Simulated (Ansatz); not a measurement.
## ZrN under a change: H interstitial (started 1.97 Å from the nearest host atom), symmetric start

The reference is a 24-atom supercell of ZrN in the rock salt structure (space group Fm-3m, No. 225; a = 4.552 Å) at its relaxed geometry.

Perturbation: one H atom is added in an open site, starting 1.97 Å from the nearest host atom, atoms relaxed at fixed cell.

Calculations: Kohn–Sham DFT with the PBEsol functional, run in Ansatz (a first-principles code) with PAW and 420 eV plane waves, without spin-orbit coupling. Settings: 6×5×6 k-points, 0.05 eV Fermi–Dirac smearing.

The largest displacement of a host atom from its site in the perfect cell amounts to 0.11 Å and the final site of the added atom is 4 Zr at 1.95 Å (tetrahedral).

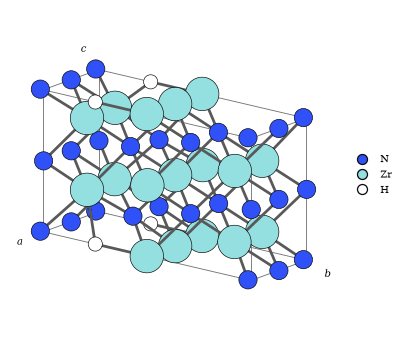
Figure: The relaxed cell after the change

In so small a cell the defect repeats every few ångströms: this is an ordered compound, not a dilute defect. The defect started on the symmetric site and kept its symmetry, so it may sit on a saddle. All final runs are without spin polarisation. An odd electron count without spin: Zr12HN12 and ZrN. The defect cell is not spin-polarised.
